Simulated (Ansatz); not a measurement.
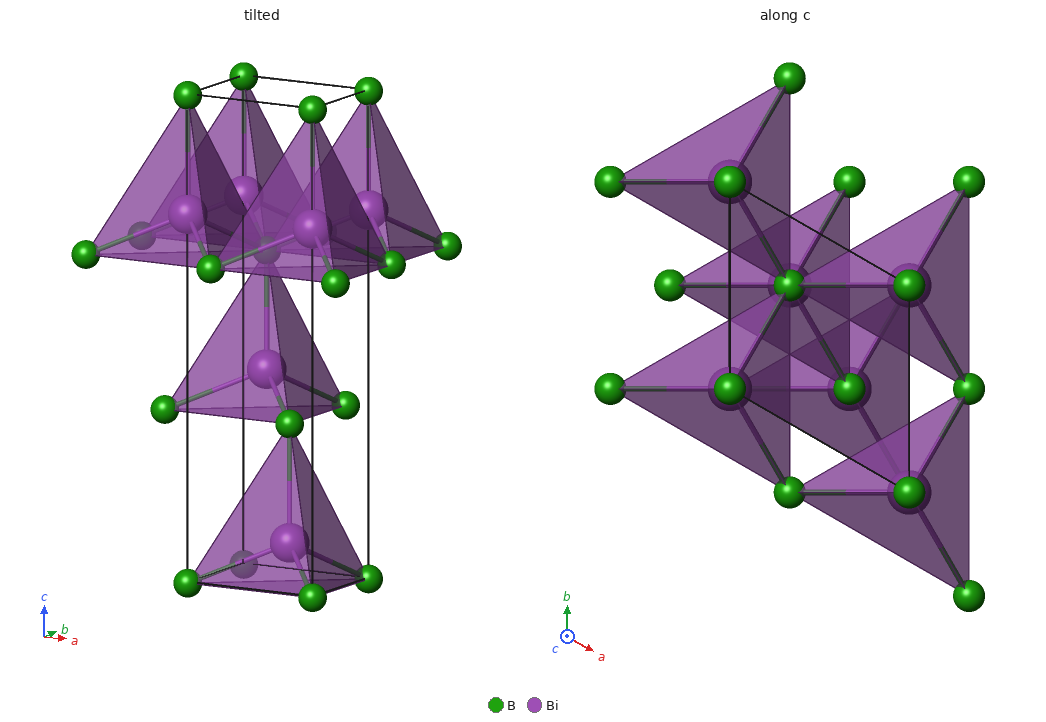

The image is a polyhedral drawing of a crystal, viewed slightly off an axis and along the c axis. One conventional unit cell is framed, with atoms on its boundary repeated. Some atoms of the next cells are drawn as well.

BiB, space group R3m (No. 160), a = 3.654 Å, b = 3.654 Å, c = 9.681 Å, α = 90.00°, β = 90.00°, γ = 120.00°. The cell started as a structure type filled with these elements by a generator (whether the compound takes this form wasn't checked). The cell was then strained or its atoms displaced on purpose. It was the input of a calculation with Ansatz.

This one geometry was computed with Ansatz (DFT, plane waves, PAW) at three levels of theory: PBE, r2SCAN and HSE06. It was relaxed with r2SCAN and then strained.

Which level gives the highest pressure at this volume, and what does that say about its equilibrium volume?

Answer. Highest: PBE (11.8 GPa), which points to the largest equilibrium volume. Lowest, with the smallest volume: HSE06 (8.6 GPa). Levels within 0.5 GPa of each other can't be told apart.

How does the band gap change with the level of theory?

Answer. PBE: a gap of 0.13 eV, indirect; r2SCAN: a gap of 0.23 eV, indirect; HSE06: a gap of 0.57 eV, indirect.

Collect the results in a table.

Answer.
| level | cutoff (eV) | k-mesh of the run's cell | gap (eV) | pressure (GPa) |
| --- | --- | --- | --- | --- |
| PBE | 420 | 8×8×8 | 0.13 | 11.8 |
| r2SCAN | 500 | 8×8×8 | 0.23 | 10.7 |
| HSE06 | 420 | 6×6×6 | 0.57 | 8.6 |

Gaps are taken on the k-mesh or band path of each run.
